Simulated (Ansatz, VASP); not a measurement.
# Cross-check of Si3N4 between VASP and Ansatz, part 2 of 2

Wanted: the spread between two codes on one cell, functional and k mesh.

VASP 6.6.1 and Ansatz 0.2.0.

So far. Step 2 (VASP: single point, r2SCAN): The run ends at a pressure of -2.36 GPa, with forces up to 0.073 eV/Å. Step 3 (Ansatz: single point, r2SCAN): The run ends at a pressure of -2.20 GPa, with forces up to 0.071 eV/Å.

### Step 4. Side by side

Known differences besides the PAW data sets themselves: VASP keeps PBE cores, Ansatz makes them for the functional; the cutoff is 500 eV in Ansatz and 520 eV in VASP. Total energies have different zeros and are not compared.

Compared:

```csv
quantity,Ansatz,VASP,difference
pressure (GPa),-2.20,-2.36,+0.16
gap on the k mesh (eV),4.992,4.985,+0.007
```

Forces on 10 of the 14 atoms, picked by the larger force of the two programs (eV/Å; atoms numbered as in POSCAR):

```csv
atom,"Ansatz x, y, z","VASP x, y, z"
Si1,"-0.005, 0.071, 0.000","-0.006, 0.072, 0.000"
Si2,"-0.064, 0.031, 0.000","-0.066, 0.031, 0.000"
Si3,"-0.059, -0.040, 0.000","-0.059, -0.042, 0.000"
Si4,"0.005, -0.071, 0.000","0.006, -0.072, 0.000"
Si5,"0.064, -0.031, 0.000","0.066, -0.031, 0.000"
Si6,"0.059, 0.040, 0.000","0.059, 0.042, 0.000"
N11,"-0.028, -0.033, 0.000","-0.027, -0.033, 0.000"
N12,"0.014, -0.040, 0.000","0.015, -0.040, 0.000"
N13,"0.042, -0.008, 0.000","0.042, -0.007, 0.000"
N14,"0.028, 0.033, 0.000","0.027, 0.033, 0.000"
```

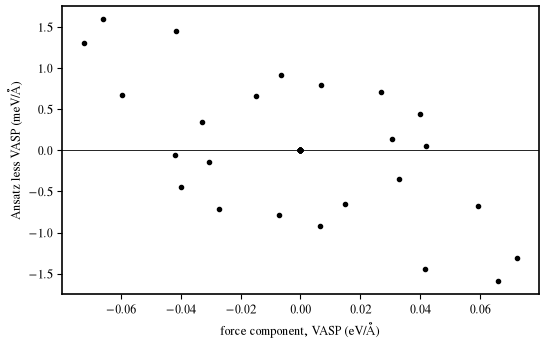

Difference of the force components against their size.

The forces differ by 0.7 meV/Å r.m.s., which is 2.1 % of the r.m.s. force of 0.03 eV/Å (both taken over all components). Ansatz's pressure holds a Pulay correction of 0.04 GPa; VASP's holds none.

### Step 5. VASP: single point, LDA

A single point gives forces, pressure and levels at one fixed geometry, so differences don't come from the geometry; what else differs is listed under the comparison.

Contents of INCAR:

```
SYSTEM = Si3N4
PREC = Accurate
ENCUT = 520
EDIFF = 1E-06
NELM = 100
ISMEAR = 0
SIGMA = 0.02
LREAL = Auto
ALGO = Fast
GGA = CA
NBANDS = 84
LORBIT = 11
LWAVE = .FALSE.
LCHARG = .FALSE.
NCORE = 4
```

Contents of POSCAR:

```
Si3N4
1.0
    7.7738057207      0.0000000000      0.0000000000
   -3.8869028604      6.7323132378      0.0000000000
    0.0000000000      0.0000000000      5.6344137932
Si N
12 16
Direct
    0.5116619555      0.0824692775      0.1928789322
    0.9175307225      0.4291926779      0.1928789322
    0.5708073221      0.4883380445      0.1928789322
    0.0824692775      0.5116619555      0.6928789322
    0.4291926779      0.9175307225      0.6928789322
    0.4883380445      0.5708073221      0.6928789322
    0.1675539080      0.2534099685      0.9854453204
    0.7465900315      0.9141439395      0.9854453204
    0.0858560605      0.8324460920      0.9854453204
    0.2534099685      0.1675539080      0.4854453204
    0.9141439395      0.7465900315      0.4854453204
    0.8324460920      0.0858560605      0.4854453204
    0.0000000000      0.0000000000      0.9862615068
    0.0000000000      0.0000000000      0.4862615068
    0.3333333330      0.6666666670      0.6367111546
    0.6666666670      0.3333333330      0.1367111546
    0.3441800046      0.9547544795      0.9656103040
    0.0452455205      0.3894255251      0.9656103040
    0.6105744749      0.6558199954      0.9656103040
    0.9547544795      0.3441800046      0.4656103040
    0.3894255251      0.0452455205      0.4656103040
    0.6558199954      0.6105744749      0.4656103040
    0.3191263086      0.3150876458      0.2316745563
    0.6849123542      0.0040386627      0.2316745563
    0.9959613373      0.6808736914      0.2316745563
    0.3150876458      0.3191263086      0.7316745563
    0.0040386627      0.6849123542      0.7316745563
    0.6808736914      0.9959613373      0.7316745563
```

Contents of KPOINTS:

```
Automatic mesh
0
Gamma
4 4 4
0 0 0
```

Potentials, in the order of the species: Si and N (PBE family, release 64).

On the command line:

```
$ mpirun -np 4 vasp_std
```

Numbers of over 12 decimals in the logs are rounded to 6 here.

What it wrote:

```text
[banner, memory and clock lines left out]
running    4 mpi-ranks, on    1 nodes
[...]
[... a notice as in an earlier step ...]

 LDA part: xc-table for (Slater(with rela. corr.)+CA(PZ))
 , standard interpolation
 POSCAR, INCAR and KPOINTS ok, starting setup
[...]
entering main loop
       N       E                     dE             d eps       ncg     rms          rms(c)
DAV:   1     0.584502270937E+03    0.58450E+03   -0.63214E+04  2184   0.141E+03
DAV:   2    -0.232025271795E+03   -0.81653E+03   -0.78466E+03  2772   0.296E+02
DAV:   3    -0.283738982827E+03   -0.51714E+02   -0.51374E+02  2688   0.788E+01
DAV:   4    -0.284771008414E+03   -0.10320E+01   -0.10286E+01  2816   0.115E+01
[...]
RMM:  17    -0.251904342954E+03    0.14449E-05   -0.33609E-05  2771   0.238E-02    0.136E-02
RMM:  18    -0.251904340502E+03    0.24521E-05   -0.99056E-06  2688   0.103E-02    0.574E-03
RMM:  19    -0.251904340619E+03   -0.11756E-06   -0.46662E-06  2484   0.629E-03
   1 F= -.25190434E+03 E0= -.25190434E+03  d E =-.867489E-13
```

From OUTCAR (step 5):

```text
  Total       -6.4252128     -6.4252128     -6.5221776      0.0000000     -0.0000000     -0.0000000
  in kB      -34.9101217    -34.9101216    -35.4369606      0.0000000     -0.0000000     -0.0000000
  external PRESSURE =     -35.0857346 kB  Pullay stress =       0.0000000 kB

 POSITION                                       TOTAL-FORCE (eV/Angst)
 -----------------------------------------------------------------------------------
      3.65701      0.55521      1.08676         0.031021     -0.022750     -0.007028
      5.46448      2.88946      1.08676         0.004191      0.038240     -0.007028
      2.53922      3.28764      1.08676        -0.035213     -0.015490     -0.007028
     -1.34768      3.44467      3.90397        -0.035213      0.015490     -0.007028
     -0.22989      6.17710      3.90397         0.031021      0.022750     -0.007028
      1.57757      3.84285      3.90397         0.004191     -0.038240     -0.007028
      0.31755      1.70604      5.55241         0.008430      0.003683      0.000481
      2.25066      6.15430      5.55241        -0.007405      0.005459      0.000481
     -2.56821      5.60429      5.55241        -0.001026     -0.009142      0.000481
      1.31869      1.12803      2.73520        -0.001026      0.009142      0.000481
      4.20445      5.02628      2.73520         0.008430     -0.003683      0.000481
      6.13756      0.57801      2.73520        -0.007405     -0.005459      0.000481
      0.00000      0.00000      5.55701        -0.000000     -0.000000     -0.000203
      0.00000      0.00000      2.73980        -0.000000     -0.000000     -0.000203
[...]
-----------------------------------------------------------------------------------
    total drift:                                0.000001      0.000001     -0.011488

  FREE ENERGIE OF THE ION-ELECTRON SYSTEM (eV)
  ---------------------------------------------------
  free  energy   TOTEN  =      -251.9043406192 eV

  energy  without entropy=     -251.9043406192  energy(sigma->0) =     -251.90434062

[... 3 further parts left out ...]
[key lines of the parts left out:]
E-fermi :   6.2498
```

The run ends at a pressure of -3.51 GPa, with forces up to 0.13 eV/Å.

### Step 6. Ansatz: single point, LDA

The same cell, functional (in two slightly different forms), mesh and smearing now go to Ansatz, which takes its cutoff from its data sets.

Contents of input.yaml:

```yaml
crystal:
  lattice:
    - [7.7738057207, 0.0, 0.0]
    - [-3.8869028604, 6.7323132378, 0.0]
    - [0.0, 0.0, 5.6344137932]
  atoms:
    - { symbol: Si, position: [0.5116619555, 0.0824692775, 0.1928789322] }
    - { symbol: Si, position: [0.9175307225, 0.4291926779, 0.1928789322] }
    - { symbol: Si, position: [0.5708073221, 0.4883380445, 0.1928789322] }
    - { symbol: Si, position: [0.0824692775, 0.5116619555, 0.6928789322] }
    - { symbol: Si, position: [0.4291926779, 0.9175307225, 0.6928789322] }
    - { symbol: Si, position: [0.4883380445, 0.5708073221, 0.6928789322] }
    - { symbol: Si, position: [0.167553908, 0.2534099685, 0.9854453204] }
    - { symbol: Si, position: [0.7465900315, 0.9141439395, 0.9854453204] }
    - { symbol: Si, position: [0.0858560605, 0.832446092, 0.9854453204] }
    - { symbol: Si, position: [0.2534099685, 0.167553908, 0.4854453204] }
    - { symbol: Si, position: [0.9141439395, 0.7465900315, 0.4854453204] }
    - { symbol: Si, position: [0.832446092, 0.0858560605, 0.4854453204] }
    - { symbol: "N", position: [0.0, 0.0, 0.9862615068] }
    - { symbol: "N", position: [0.0, 0.0, 0.4862615068] }
    - { symbol: "N", position: [0.333333333, 0.666666667, 0.6367111546] }
    - { symbol: "N", position: [0.666666667, 0.333333333, 0.1367111546] }
    - { symbol: "N", position: [0.3441800046, 0.9547544795, 0.965610304] }
    - { symbol: "N", position: [0.0452455205, 0.3894255251, 0.965610304] }
    - { symbol: "N", position: [0.6105744749, 0.6558199954, 0.965610304] }
    - { symbol: "N", position: [0.9547544795, 0.3441800046, 0.465610304] }
    - { symbol: "N", position: [0.3894255251, 0.0452455205, 0.465610304] }
    - { symbol: "N", position: [0.6558199954, 0.6105744749, 0.465610304] }
    - { symbol: "N", position: [0.3191263086, 0.3150876458, 0.2316745563] }
    - { symbol: "N", position: [0.6849123542, 0.0040386627, 0.2316745563] }
    - { symbol: "N", position: [0.9959613373, 0.6808736914, 0.2316745563] }
    - { symbol: "N", position: [0.3150876458, 0.3191263086, 0.7316745563] }
    - { symbol: "N", position: [0.0040386627, 0.6849123542, 0.7316745563] }
    - { symbol: "N", position: [0.6808736914, 0.9959613373, 0.7316745563] }
hamiltonian:
  xc: lda
  pseudopotentials: { kind: paw }
kpoints:
  mp_grid: { grid: [4, 4, 4] }
scf:
  occupations: { method: gaussian, width: 0.02 }
  n_extra_bands: 11
output:
  forces: true
  stress: true
  eigenvalues: true
  write_density: true
  write_potential: true
  elf: true
  volumetric_format: npy
```

On the command line:

```
$ ansatz run input.yaml --threads 8 --pin off --max-ram 18432MiB --backend cpu --events-out ev --progress --plain --runs-dir out
```

What it wrote:

```text
[...]
Crystal: 28 atoms, lattice volume = 294.881 Å³
Basis set: ecut = 420 eV, 5701 PW (Γ)
Bands: 75, of which v1, the nominal top of the filled ones, is band 64 counted from 1 (63 counted from 0)
Symmetry: 6 space group operations
[...]
k-points: 13 of 64 (time reversal used)
[...]
k-point 0: bands = [... 60 lower, 6.8852, 6.9321, 7.2487, 7.5645, 12.1552, 12.1552, 12.4918, 12.8492, ... 7 higher]
  k-point 1: bands = [... 60 lower, 6.7414, 6.9474, 7.0156, 7.2626, 12.5161, 12.5161, 13.1023, 13.2897, ... 7 higher]
  k-point 2: bands = [... 60 lower, 6.6348, 6.6348, 7.1153, 7.1153, 13.4723, 13.4723, 13.4723, 13.4723, ... 7 higher]
  k-point 12: bands = [... 60 lower, 6.6442, 6.9231, 7.0436, 7.1488, 12.5541, 12.6715, 13.0127, 13.0452, ... 7 higher]
[key lines of the parts left out:]
SCF converged after 7 iterations
Free energy (F): -13321.258333 eV
Fermi energy:    9.890322 eV
P = ⅓ Tr σ = -5.1445 GPa (-51.445 kbar)
```

Run time: 11 s. Hardware: 8 threads of Arm Neoverse N1, shared host; peak memory 1.1 GiB; 78 s of CPU time.

The run ends at a pressure of -5.14 GPa, with forces up to 0.17 eV/Å.

### Step 7. Comparison

What differs besides the data sets and the points named for the pairs above, as far as they apply: the two LDA forms differ slightly; the cutoff is 420 eV in Ansatz and 520 eV in VASP (PREC = Accurate, projectors in real space); Ansatz makes its cores anew for this functional, VASP keeps those of its PBE data sets. Total energies have different zeros and are not compared.

The two programs side by side:

```csv
quantity,Ansatz,VASP,difference
pressure (GPa),-5.14,-3.51,-1.64
gap on the k mesh (eV),4.530,4.525,+0.005
```

Forces on 10 of the 28 atoms, picked by the larger force of the two programs (eV/Å; atoms numbered as in POSCAR):

| atom | Ansatz x, y, z | VASP x, y, z |
| --- | --- | --- |
| Si4 | -0.024, 0.040, 0.006 | -0.035, 0.015, -0.007 |
| Si5 | 0.047, 0.001, 0.006 | 0.031, 0.023, -0.007 |
| N15 | 0.000, 0.000, 0.175 | 0.000, 0.000, 0.127 |
| N16 | 0.000, 0.000, 0.175 | 0.000, 0.000, 0.127 |
| N23 | 0.077, -0.062, -0.026 | 0.063, -0.050, -0.011 |
| N24 | 0.015, 0.098, -0.026 | 0.012, 0.079, -0.011 |
| N25 | -0.092, -0.036, -0.026 | -0.075, -0.029, -0.011 |
| N26 | -0.092, 0.036, -0.026 | -0.075, 0.029, -0.011 |
| N27 | 0.077, 0.062, -0.026 | 0.063, 0.050, -0.011 |
| N28 | 0.015, -0.098, -0.026 | 0.012, -0.079, -0.011 |

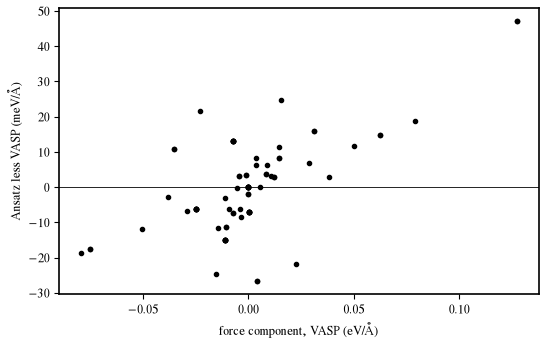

Difference of the force components against their size.

The forces differ by 13 meV/Å r.m.s., which is 41.6 % of the r.m.s. force of 0.03 eV/Å (both taken over all components). Ansatz's pressure holds a Pulay correction of 0.62 GPa; VASP's holds none.

### Step 8. Further runs

The difference is large enough to ask for its cause, so further runs change the set-up of one program at a time, as the table lists.

```csv
run,r.m.s. force difference (meV/Å)
as above,13
"cores kept as stored, as VASP does, whose cores stay as stored",9.1
Ansatz's larger PAW set (cutoff 900 eV),13
norm-conserving potentials (cutoff 1143 eV),25
```

### Step 9. Outcome

```
r.m.s. force difference (single point, r2SCAN) : 0.67 meV/Å
r.m.s. force difference (single point, LDA)    : 13 meV/Å
difference in pressure (single point, LDA)     : -1.6 GPa
```

What this shows: The difference in pressure is -1.6 GPa (single point, LDA), beyond the 1 GPa picked in this series as the mark of a large difference. Also far apart in the single point, LDA pair: the difference in pressure, -1.6 GPa. For single point, LDA: cores kept as stored, as VASP does, whose cores stay as stored cuts the r.m.s. force difference from 13 to 9.1 meV/Å; whether that points to the cause isn't shown, since only Ansatz's side was varied. Differences of this kind measure data sets and numerical settings, not the functional's error against experiment.

[Lines on the potential files, build, host, timing and source positions are cut from VASP's logs without a mark.]

[Logs are printed without paths, hosts, clocks, repeated set-up lines and the standing remarks that a program may print on its own settings, such as how far it seeks lower states.]

[Hosts, paths, dates, database ids (printed as entryN), source tags and the programs' standing remarks are cut or masked in the printed files.]
